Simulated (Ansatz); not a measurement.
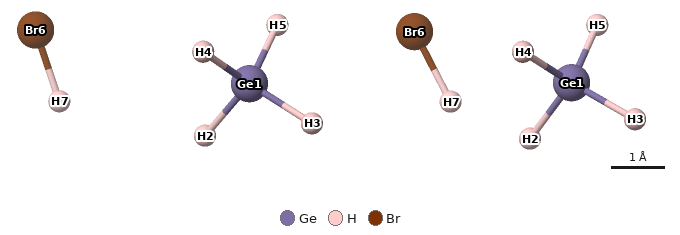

Two geometries of GeH₅Br, drawn at one scale. One is the start of a relaxation, the other its converged end. A ball-and-stick model, seen at a tilt.

Computed with RHF/def2-mTZVP (Ansatz). Settings: no spin polarisation; force threshold 0.03 eV/Å; at most 50 steps.

Which of the two is the end point?

The left one is the relaxed one. The run prepares an end point of a later path (reaction) calculation, from a guessed geometry. The largest move after the best rigid fit is that of H7, 1.18 Å. By element the largest moves are H 1.18 Å, Br 0.89 Å, Ge 0.41 Å. Near-neighbour distances that change, for instance: Br6–H7 1.494 → 1.420 Å, Ge1–H2 1.546 → 1.536 Å. After 8 geometry steps the energy has fallen by 25.7 kJ/mol. Largest force component: 1.8 eV/Å at the start, 0.016 eV/Å at the end. The forces were under the threshold at step 5, but the run went on from there. Cost: 7.2 s on 1 thread of AMD EPYC 9R45 96-Core Processor (Zen 5), with other jobs on the host, peak memory 0.2 GiB.

Limits of the set-up: Hartree-Fock leaves out electron correlation.
